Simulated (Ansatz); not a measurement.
Base system: KTaO3 in the cubic perovskite structure (space group Pm-3m, No. 221; a = 3.9520 Å).

Structures relaxed with LDA (Ansatz, an electronic-structure program; PAW; 420 eV plane waves; spin-orbit coupling left out).

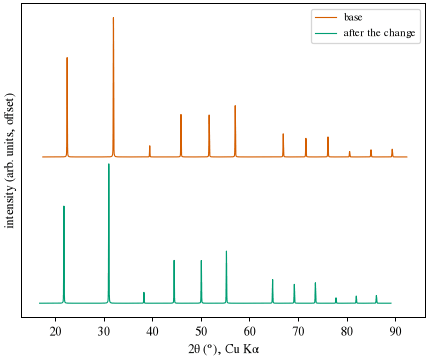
Figure. Simulated powder patterns before (top) and after one change

Problem. Name the change that was made.
A. isotropic strain +1.80 %
B. isotropic strain +1.20 %
C. isotropic strain +2.40 %
D. isotropic strain +3.00 %

Solution. D, isotropic strain +3.00 %. Its volume per atom is 13.49 Å³ against 12.34 Å³, and its space group is Pm-3m (No. 221).

Stability against distortions was not tested.
